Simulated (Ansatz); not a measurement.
## A computed series for hypothetical fluorite TeO2: pressure series

Base system: TeO2 in the fluorite structure (space group Fm-3m, No. 225; a = 5.3853 Å; a hypothetical phase, not in the database extracts checked).

Cell and atoms are relaxed at each pressure.

All numbers come from PBE/PAW in Ansatz (a first-principles code), no spin-orbit coupling, earlier PAW set.

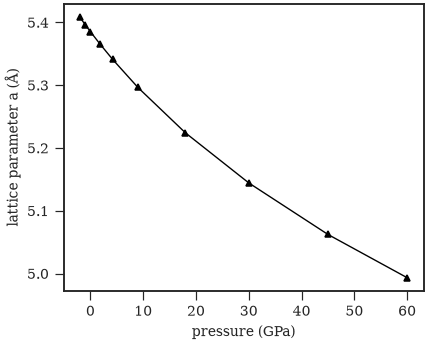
Fig. 1. Lattice parameter a against pressure

Problem. From the plot, what is the lattice parameter a for pressure 45 GPa?

Solution. About 5.06 Å.

Problem. Is the trend monotonic over the range shown?

Solution. Yes, it falls throughout, spanning 9.436 bohr to 10.220 bohr.

Load acts through the strain it causes; cell and atoms are relaxed under it. No phonon test of stability was made. Competing high-pressure phases were not computed.
